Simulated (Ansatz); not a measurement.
# CH₆Ge + CH₄: a complex and its separated parts, part 3 of 3

Ansatz 0.2.0, Gaussian basis.

### Step 17. PBE-QIDH/def2-TZVPP

The inputs:

parta/in.yaml

```yaml
crystal:
  periodic: [false, false, false]
  atoms:
    - {symbol: Ge, position_ang: [-0.988909, -1.412284, -0.034037]}
    - {symbol: H, position_ang: [-0.098765, -1.588955, -1.277387]}
    - {symbol: H, position_ang: [-1.783329, -2.712106, 0.186813]}
    - {symbol: H, position_ang: [-1.985308, -0.270658, -0.304924]}
    - {symbol: C, position_ang: [0.102578, -1.006747, 1.533618]}
    - {symbol: H, position_ang: [-0.530767, -0.879803, 2.412330]}
    - {symbol: H, position_ang: [0.805315, -1.818516, 1.724872]}
    - {symbol: H, position_ang: [0.666785, -0.087199, 1.374491]}
basis:
  gaussian: {orbitals: def2-TZVPP}
hamiltonian: {xc: {name: PBE-QIDH}}
```

partb/in.yaml

```yaml
crystal:
  periodic: [false, false, false]
  atoms:
    - {symbol: H, position_ang: [1.538631, 1.202538, -0.986519]}
    - {symbol: C, position_ang: [0.762508, 1.955157, -1.123045]}
    - {symbol: H, position_ang: [0.324738, 2.206249, -0.157218]}
    - {symbol: H, position_ang: [1.198480, 2.849572, -1.567287]}
    - {symbol: H, position_ang: [-0.011857, 1.562750, -1.781605]}
basis:
  gaussian: {orbitals: def2-TZVPP}
hamiltonian: {xc: {name: PBE-QIDH}}
```

The same command starts each run, in its folder.

On the command line:

```
$ ansatz run in.yaml --threads 8 --pin off --events-out ev --progress --plain --max-ram 19148MiB
```

Log of parta (excerpt; [...] marks lines left out):

```text
Functional definition: PBE-QIDH
  name "PBE-QIDH"
  cite "Brémond, Sancho-García, Pérez-Jiménez & Adamo, J. Chem. Phys. 141, 031101 (2014) doi:10.1063/1.4890314"
  cite "Perdew, Burke & Ernzerhof, Phys. Rev. Lett. 77, 3865 (1996) doi:10.1103/PhysRevLett.77.3865"
[...]
951 factors; integrals over basis functions are off by at most 1.0e-3 eV
[...]
mean field -57631.21410118 eV, -2117.9080543783 hartree, gradient 2.9e-6 eV, S^2 0.000000; 0 other end points of the search recorded, 0 dependent functions left out
10 core orbitals not correlated: weight in the atoms' cores, before any rotation towards them, 1.000 or more for the frozen orbitals, at most 0.000 for the correlated occupied ones
reference -57631.21411281 eV, -2117.9080548059 hartree; 12, 12 occupied and 141, 141 virtual orbitals, 951 factors
second order -13.94854181 eV of doubles, -0.00000000 eV of singles
Total energy: -57635.86362675 eV, -2118.0789212916 hartree
```

Output in partb (excerpt; [...] marks lines left out):

```text
[... 4 set-up lines as earlier in the session ...]
[...]
482 factors; integrals over basis functions are off by at most 7.9e-4 eV
[...]
mean field -1099.27812882 eV, -40.3977261168 hartree, gradient 5.5e-6 eV, S^2 0.000000; 0 other end points of the search recorded, 0 dependent functions left out
1 core orbitals not correlated: weight in the atoms' cores, before any rotation towards them, 1.000 or more for the frozen orbitals, at most 0.000 for the correlated occupied ones
reference -1099.27813715 eV, -40.3977264229 hartree; 4, 4 occupied and 82, 82 virtual orbitals, 482 factors
second order -6.01428173 eV of doubles, -0.00000000 eV of singles
Total energy: -1101.28289773 eV, -40.4714000152 hartree
```

Times: 1.1 s (parta), 0.25 s (partb) on 8 threads of Arm Neoverse V1, shared host.

### Step 18. RPA on PBE/def2-TZVPP

The same edit goes into each in.yaml of step 17 (parta, partb):

```diff
-hamiltonian: {xc: {name: PBE-QIDH}}
+hamiltonian: {xc: pbe}
+correlation: {method: rpa}
```

Each run has its own folder and the same command.

On the command line:

```
$ ansatz run in.yaml --threads 8 --pin off --events-out ev --progress --plain --max-ram 19148MiB
```

parta printed (excerpt; [...] marks lines left out):

```text
[... 4 set-up lines as earlier in the session ...]
[...]
951 factors; integrals over basis functions are off by at most 1.0e-3 eV
[...]
mean field -57642.97365997 eV, -2118.3402101932 hartree, gradient 4.1e-6 eV, S^2 0.000000; 0 other end points of the search recorded, 0 dependent functions left out
10 core orbitals not correlated: weight in the atoms' cores, before any rotation towards them, 1.000 or more for the frozen orbitals, at most 0.000 for the correlated occupied ones
reference -57598.34484443 eV, -2116.7001314724 hartree; 12, 12 occupied and 141, 141 virtual orbitals, 951 factors
Total energy: -57619.41367477 eV, -2117.4743967065 hartree
```

Output in partb (excerpt; [...] marks lines left out):

```text
[... 4 set-up lines as earlier in the session ...]
[...]
482 factors; integrals over basis functions are off by at most 7.9e-4 eV
[...]
mean field -1101.08957888 eV, -40.4642956785 hartree, gradient 1.5e-6 eV, S^2 0.000000; 0 other end points of the search recorded, 0 dependent functions left out
1 core orbitals not correlated: weight in the atoms' cores, before any rotation towards them, 1.000 or more for the frozen orbitals, at most 0.000 for the correlated occupied ones
reference -1094.05480656 eV, -40.2057725641 hartree; 4, 4 occupied and 82, 82 virtual orbitals, 482 factors
Total energy: -1103.78825139 eV, -40.5634700639 hartree
```

Wall times: 0.95 s (parta), 0.25 s (partb) on 8 threads of Arm Neoverse V1, shared host.

### Step 19. CCSD(T)/def2-TZVPP

The same edit goes into each in.yaml of step 18 (parta, partb):

```diff
-hamiltonian: {xc: pbe}
-correlation: {method: rpa}
+correlation: {method: ccsd_t}
```

One command serves all of them, each in its own folder.

On the command line:

```
$ ansatz run in.yaml --threads 8 --pin off --events-out ev --progress --plain --max-ram 19148MiB
```

Output in parta (excerpt; [...] marks lines left out):

```text
Functional definition: HF
  name "HF"
  cite "Fock, Z. Phys. 61, 126 (1930) doi:10.1007/BF01340294"
[... 1 set-up line as earlier in the session ...]
[...]
951 factors; integrals over basis functions are off by at most 1.0e-3 eV
[...]
mean field -57599.36907109 eV, -2116.7377711081 hartree, gradient 2.2e-6 eV, S^2 0.000000; 0 other end points of the search recorded, 0 dependent functions left out
10 core orbitals not correlated: weight in the atoms' cores, before any rotation towards them, 1.000 or more for the frozen orbitals, at most 0.000 for the correlated occupied ones
reference -57599.36907109 eV, -2116.7377711081 hartree; 12, 12 occupied and 141, 141 virtual orbitals, 951 factors
second order -12.37881114 eV of doubles, -0.00000000 eV of singles
cycle   1  -12.71084328 eV  change   -3.3e-1 eV  update   8.0e-2
[...]
cycle   8  -13.17073786 eV  change   -6.3e-6 eV  update   1.4e-5
perturbative correction -0.43788716 eV, -0.0160920563 hartree
Total energy: -57612.97769611 eV, -2117.2378788532 hartree
```

Log of partb (excerpt; [...] marks lines left out):

```text
[... 4 set-up lines as earlier in the session ...]
[...]
482 factors; integrals over basis functions are off by at most 7.9e-4 eV
[...]
mean field -1094.28752915 eV, -40.2143249615 hartree, gradient 9.7e-7 eV, S^2 0.000000; 0 other end points of the search recorded, 0 dependent functions left out
1 core orbitals not correlated: weight in the atoms' cores, before any rotation towards them, 1.000 or more for the frozen orbitals, at most 0.000 for the correlated occupied ones
reference -1094.28752915 eV, -40.2143249615 hartree; 4, 4 occupied and 82, 82 virtual orbitals, 482 factors
second order -5.38054657 eV of doubles, -0.00000000 eV of singles
cycle   1  -5.77370005 eV  change   -3.9e-1 eV  update   4.2e-2
[...]
cycle   8  -5.93360677 eV  change   -3.2e-7 eV  update   1.3e-6
perturbative correction -0.16939036 eV, -0.0062249807 hartree
Total energy: -1100.39052627 eV, -40.4386059689 hartree
```

Times: 8.5 s (parta), 0.35 s (partb) on 8 threads of Arm Neoverse V1, shared host; peak memory 1.3 GiB.

### Step 20. Vibrations of CH₆Ge

The input, vib-parta/in.yaml:

```yaml
crystal:
  periodic: [false, false, false]
  atoms:
    - {symbol: Ge, position_ang: [-0.988909, -1.412284, -0.034037]}
    - {symbol: H, position_ang: [-0.098765, -1.588955, -1.277387]}
    - {symbol: H, position_ang: [-1.783329, -2.712106, 0.186813]}
    - {symbol: H, position_ang: [-1.985308, -0.270658, -0.304924]}
    - {symbol: C, position_ang: [0.102578, -1.006747, 1.533618]}
    - {symbol: H, position_ang: [-0.530767, -0.879803, 2.412330]}
    - {symbol: H, position_ang: [0.805315, -1.818516, 1.724872]}
    - {symbol: H, position_ang: [0.666785, -0.087199, 1.374491]}
basis:
  gaussian: {orbitals: def2-TZVP}
hamiltonian: {xc: pbe0, dispersion: d4}
phonons: {temperatures: {t_min: 298.15, t_max: 900, t_step: 200}}
```

On the command line:

```
$ ansatz run in.yaml --threads 8 --pin off --events-out ev --progress --plain --max-ram 19148MiB
```

Output (excerpt; [...] marks lines left out):

```text
[... 5 set-up lines as earlier in the session ...]
[...]
845 factors; their error is unknown
[...]
mean field -57644.80041884 eV, -2118.4073423432 hartree, gradient 4.0e-5 eV, S^2 0.000000; 0 other end points of the search recorded, 0 dependent functions left out
[...]
Atom 5 at    -0.530767    -0.879803     2.412330 Å, force     0.000379     0.000671     0.000129 eV/Å
Atom 6 at     0.805315    -1.818516     1.724872 Å, force     0.000696     0.000792    -0.000127 eV/Å
Atom 7 at     0.666785    -0.087199     1.374491 Å, force     0.000381     0.001512    -0.000681 eV/Å
Dipole moment:     0.084356     0.031317     0.121201 e Å
Vibrations: 163.84 490.14 490.20 609.71 842.18 846.18 846.21 899.83 899.91 1266.69 1458.28 1458.40 2147.53 2148.07 2148.17 3066.55 3157.71 3158.27 cm⁻¹, zero-point energy 1.617861 eV
```

Run time: 18 s. Hardware: 8 threads of Arm Neoverse V1, shared host.

Wavenumbers and character of the modes:

| mode | wavenumber (cm⁻¹) | character |
| --- | --- | --- |
| 1 | 164 | torsion |
| 2 | 490 | bend |
| 3 | 490 | bend |
| 4 | 610 | Ge–C stretch |
| 5 | 842 | bend |
| 6 | 846 | bend with wag or twist |
| 7 | 846 | bend with wag or twist |
| 8 | 900 | bend |
| 9 | 900 | bend |
| 10 | 1267 | bend |
| 11 | 1458 | bend |
| 12 | 1458 | bend |
| 13 | 2148 | Ge–H stretch |
| 14 | 2148 | Ge–H stretch |
| 15 | 2148 | Ge–H stretch |
| 16 | 3067 | C–H stretch |
| 17 | 3158 | C–H stretch |
| 18 | 3158 | C–H stretch |

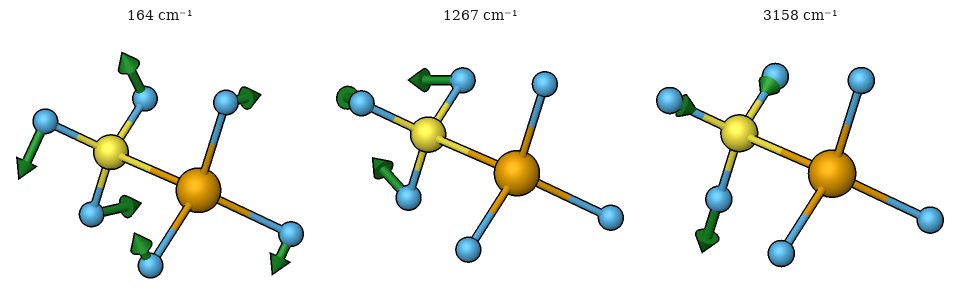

How the atoms move in 3 of the modes.

Vibrational sums (real modes only):

| T (K) | entropy (J/mol/K) | heat capacity (J/mol/K) |
| --- | --- | --- |
| 298 | 21.6 | 35.7 |
| 498 | 46.9 | 63.7 |
| 698 | 71.8 | 83.6 |
| 898 | 94.7 | 98.3 |

### Step 21. Vibrations of CH₄

The input, vib-partb/in.yaml:

```yaml
crystal:
  periodic: [false, false, false]
  atoms:
    - {symbol: H, position_ang: [1.538631, 1.202538, -0.986519]}
    - {symbol: C, position_ang: [0.762508, 1.955157, -1.123045]}
    - {symbol: H, position_ang: [0.324738, 2.206249, -0.157218]}
    - {symbol: H, position_ang: [1.198480, 2.849572, -1.567287]}
    - {symbol: H, position_ang: [-0.011857, 1.562750, -1.781605]}
basis:
  gaussian: {orbitals: def2-TZVP}
hamiltonian: {xc: pbe0, dispersion: d4}
phonons: {temperatures: {t_min: 298.15, t_max: 900, t_step: 200}}
```

On the command line:

```
$ ansatz run in.yaml --threads 8 --pin off --events-out ev --progress --plain --max-ram 19148MiB
```

Output (excerpt; [...] marks lines left out):

```text
[... 5 set-up lines as earlier in the session ...]
[...]
356 factors; their error is unknown
[...]
mean field -1101.35639004 eV, -40.4741008078 hartree, gradient 3.2e-5 eV, S^2 0.000000; 0 other end points of the search recorded, 0 dependent functions left out
[...]
Atom 2 at     0.324738     2.206249    -0.157218 Å, force     0.003154    -0.003673    -0.000768 eV/Å
Atom 3 at     1.198480     2.849572    -1.567287 Å, force    -0.001117    -0.000550    -0.001498 eV/Å
Atom 4 at    -0.011857     1.562750    -1.781605 Å, force    -0.000165     0.000850    -0.001197 eV/Å
Dipole moment:    -0.000007     0.000034    -0.000048 e Å
Vibrations: 1326.31 1326.48 1326.64 1550.96 1551.20 3046.66 3167.23 3167.49 3167.81 cm⁻¹, zero-point energy 1.216954 eV
```

Wall time 2.5 s (8 threads of Arm Neoverse V1, shared host).

Wavenumbers and character of the modes:

| mode | wavenumber (cm⁻¹) | character |
| --- | --- | --- |
| 1 | 1326 | bend |
| 2 | 1326 | bend |
| 3 | 1327 | bend |
| 4 | 1551 | bend |
| 5 | 1551 | bend |
| 6 | 3047 | C–H stretch |
| 7 | 3167 | C–H stretch |
| 8 | 3167 | C–H stretch |
| 9 | 3168 | C–H stretch |

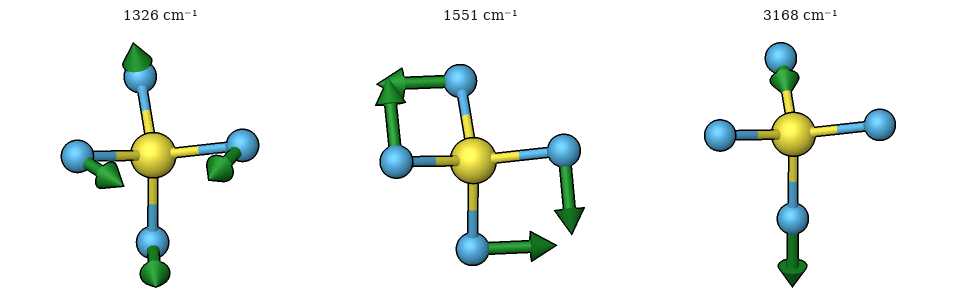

Displacements of 3 modes, as arrows.

Vibrational sums (real modes only):

| T (K) | entropy (J/mol/K) | heat capacity (J/mol/K) |
| --- | --- | --- |
| 298 | 0.4 | 2.2 |
| 498 | 3.7 | 12.5 |
| 698 | 9.8 | 23.6 |
| 898 | 16.9 | 33.1 |

### Step 22. Complex less separated parts

The complex's own energies come from single points at the same levels.

Rows are in def2-TZVPP; times add the 3 runs of a level on a shared host, so small differences are noise.

Differences are taken before rounding.

| method | rung | complex less parts (eV) | from CCSD(T) (eV) | time |
| --- | --- | --- | --- | --- |
| SPW92 | LDA | -0.068 | -0.023 | 1.2 s |
| PBE-D4 | GGA | -0.055 | -0.009 | 1.9 s |
| BLYP-D4 | GGA | -0.040 | +0.006 | 1.9 s |
| r2SCAN-D4 | meta-GGA | -0.041 | +0.005 | 3.7 s |
| B97M-V | meta-GGA | -0.042 | +0.004 | 6.9 s |
| PBE0-D4 | hybrid | -0.050 | -0.005 | 2.4 s |
| B3LYP-D4 | hybrid | -0.045 | +0.001 | 2.1 s |
| r2SCAN0-D4 | hybrid | -0.043 | +0.003 | 3.9 s |
| BHLYP-D4 | hybrid | -0.049 | -0.003 | 2.1 s |
| CAM-B3LYP-D4 | range-separated hybrid | -0.046 | 0.000 | 2.5 s |
| wB97X-V | range-separated hybrid | -0.047 | -0.001 | 5.8 s |
| wB97M-V | range-separated hybrid | -0.043 | +0.003 | 6.6 s |
| B2PLYP | double hybrid | -0.005 | +0.041 | 3.9 s |
| PBE-QIDH | double hybrid | -0.024 | +0.022 | 4 s |
| RPA on PBE | RPA | -0.039 | +0.006 | 3.8 s |
| Hartree-Fock | wavefunction | 0.024 | +0.070 |  |
| MP2 | wavefunction | -0.046 | 0.000 |  |
| CCSD | wavefunction | -0.037 | +0.009 |  |
| CCSD(T) | wavefunction | -0.046 | 0 | 1.7 min |

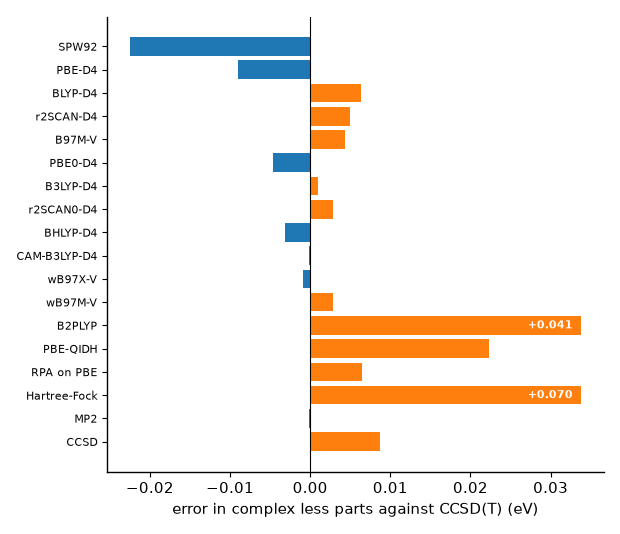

Deviations from CCSD(T), method by method. Bars with a number in them are cut short.

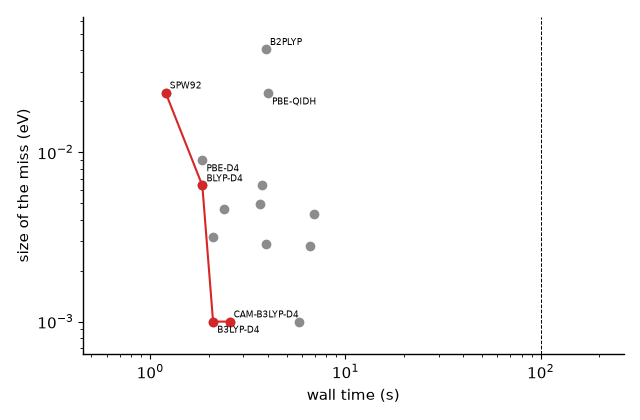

Accuracy for the time spent; red marks the levels that beat every quicker one drawn (of those quicker than the yardstick), and the dashed line is the time of CCSD(T). Only those levels and the largest misses are named. Misses under 0.001 eV are drawn at that value. Times are from a shared host.

CAM-B3LYP-D4 reaches 0.000 eV from the reference in 2.5 s, where CCSD(T) took 1.7 min; the quickest level in the cost chart, SPW92, takes 1.2 s and misses by 0.023 eV.

The complex's zero-point energy, from a separate PBE0-D4 run, is 2.856 eV.

### Step 23. What came out

What follows sums up all 3 parts.

| quantity | value |
| --- | --- |
| complex less parts, CCSD(T)/def2-TZVPP | -0.046 eV |
| with zero-point energy | -0.025 eV |
| largest T1 diagnostic | 0.010 |

**Reading.** At CCSD(T) the complex lies 0.046 eV below its parts. Among the functionals CAM-B3LYP-D4 lands nearest to CCSD(T) (0.000 eV) and B2PLYP farthest (+0.041 eV). Mean unsigned error by rung: LDA 0.023, GGA 0.008, meta-GGA 0.005, hybrid 0.003, range-separated hybrid 0.001, double hybrid 0.031 eV. The double hybrids carry no dispersion term here, unlike the levels marked D4 or V. PBE-D4 gives a relative energy 0.009 eV too low, an error of 20 % of the reference. No counterpoise was applied, and triple zeta lacks some correlation, so the CCSD(T) reference has a basis error of its own, and close matches with it are partly luck.
